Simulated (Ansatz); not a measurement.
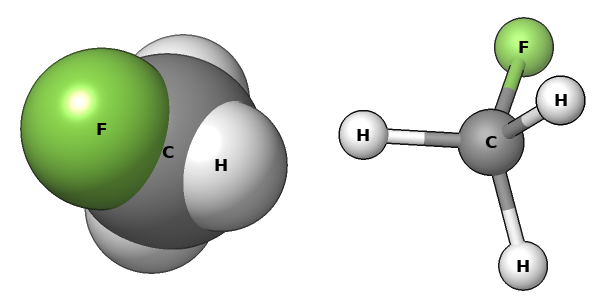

Both panels show the same species.

Identify the structure.

Formula CH₃F. This geometry has C3v symmetry. Coordination: 1 C tetrahedral.

More results for the same structure follow; atom numbers are the same in all pictures, views and colours differ. The computed structure is the end point of a PBE0-D4/def2-TZVP optimisation.

## Shape

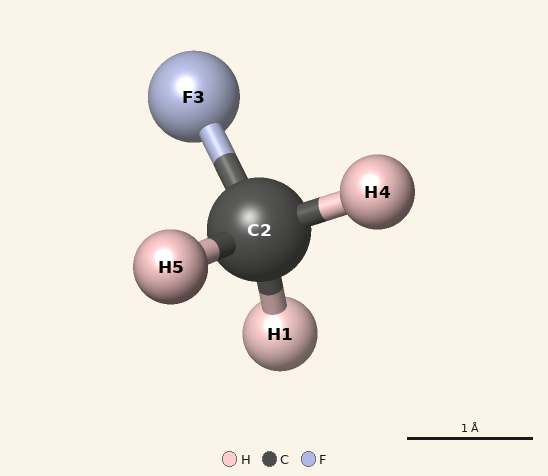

The atoms are numbered.

Give the bond lengths.

```json
{"bond": "H1–C2", "length (Å)": "1.092"}
{"bond": "C2–F3", "length (Å)": "1.376"}
{"bond": "C2–H4", "length (Å)": "1.092"}
{"bond": "C2–H5", "length (Å)": "1.092"}
```

## Dipole moment

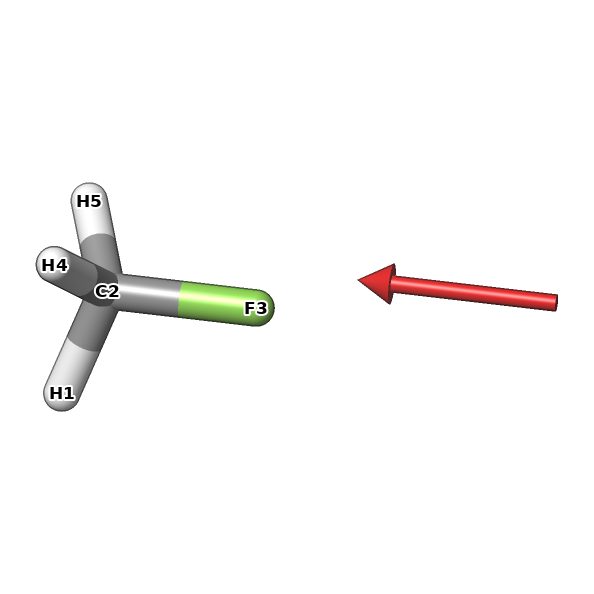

The arrow beside the molecule shows the direction of the dipole moment, from the negative to the positive end (its length means nothing). Properties computed with RKS PBE0-D4/def2-TZVP (Ansatz 0.2.0).

Question: Estimate the dipole moment.

Answer: 1.79 D; it points from the side of F3 to the side of H1, H4, H5 (the outermost atoms at the two ends).

## Vibrations

Harmonic vibrations computed with RKS PBE0-D4/def2-TZVP (Ansatz 0.2.0) at a stationary point of the same level.

Question: List the wavenumbers.

Answer: 9 modes: 1097, 1199, 1199, 1485, 1489, 1489, 3043, 3131, 3131 cm⁻¹.

## Charges

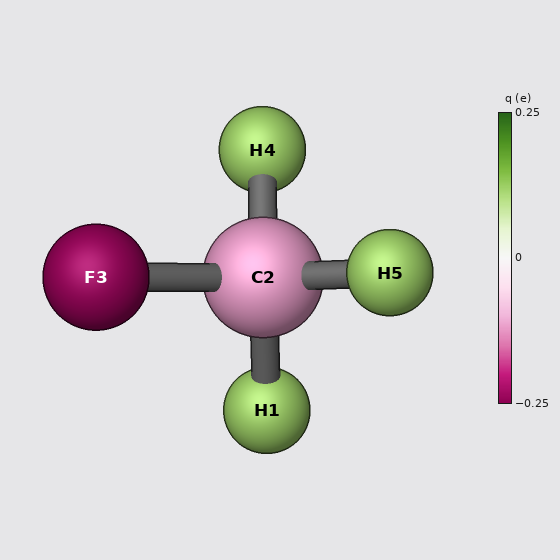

Atoms are coloured by their Mulliken charges. Level of theory: RKS PBE0-D4/def2-TZVP (Ansatz 0.2.0).

List the Mulliken charges.

```
atom  value (e)
  H1       0.12
  C2      −0.12
  F3      −0.24
  H4       0.12
  H5       0.12
```

## Thermal motion

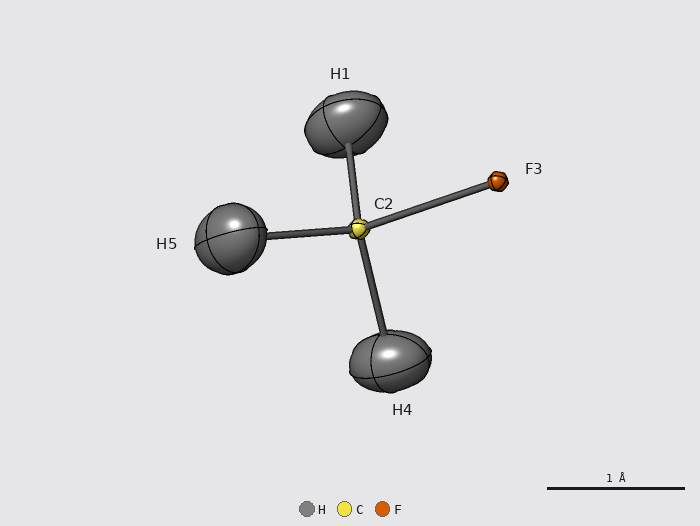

Displacement ellipsoids at the 50 % level, enlarged 2 times, from the internal vibrations of the free molecule (harmonic, no overall translation or rotation; no half-axis is drawn under 0.075 Å). Vibrations computed with RKS PBE0-D4/def2-TZVP (Ansatz 0.2.0). Temperature: 400 K.

Question: Which atom moves most?

Answer: H1, H4, H5, with U_eq = 0.0078 Å².

Question: Does H4 move more along its bond or across it?

Answer: Across it: the root-mean-square amplitude is 0.073 Å along the bond and up to 0.107 Å across, since bending and torsion are softer than stretching.

Give the displacement parameters, one line for each set of equivalent atoms.

```tsv
atom	U_eq (Å²)	rms amplitudes (Å)
H1, H4, H5	0.0078	0.072, 0.082, 0.107
C2	0.00046	0.017, 0.017, 0.028
F3	0.00015	0.006, 0.006, 0.019
```

Mulliken values depend strongly on the basis set and can even reverse the polarity of a bond.
